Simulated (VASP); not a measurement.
Band structure of Ti (relaxed from the beta-Sn structure, space group I4_1/amd). Level of theory: r2SCAN meta-GGA, VASP's PBE PAW potentials (set 64) (plane waves; VASP).

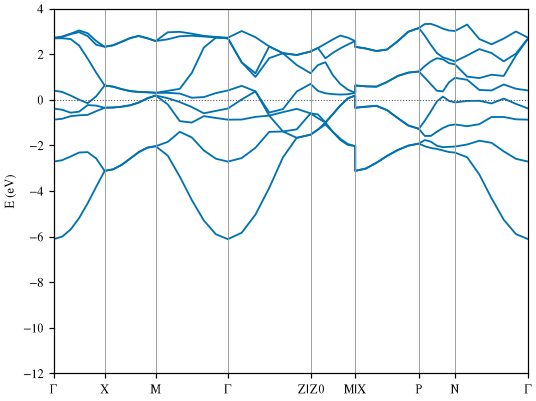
*Bands along high-symmetry lines, zero at the valence-band maximum or, without a gap, the Fermi level*

Read the plot: is there a gap, and where are the band edges?

It has no gap at this level: it comes out as a metal or semimetal.

The structure was generated: Ti was put into the beta-Sn type (I4_1/amd), which need not be its known phase. It was relaxed first, which changed the volume by -7 %.
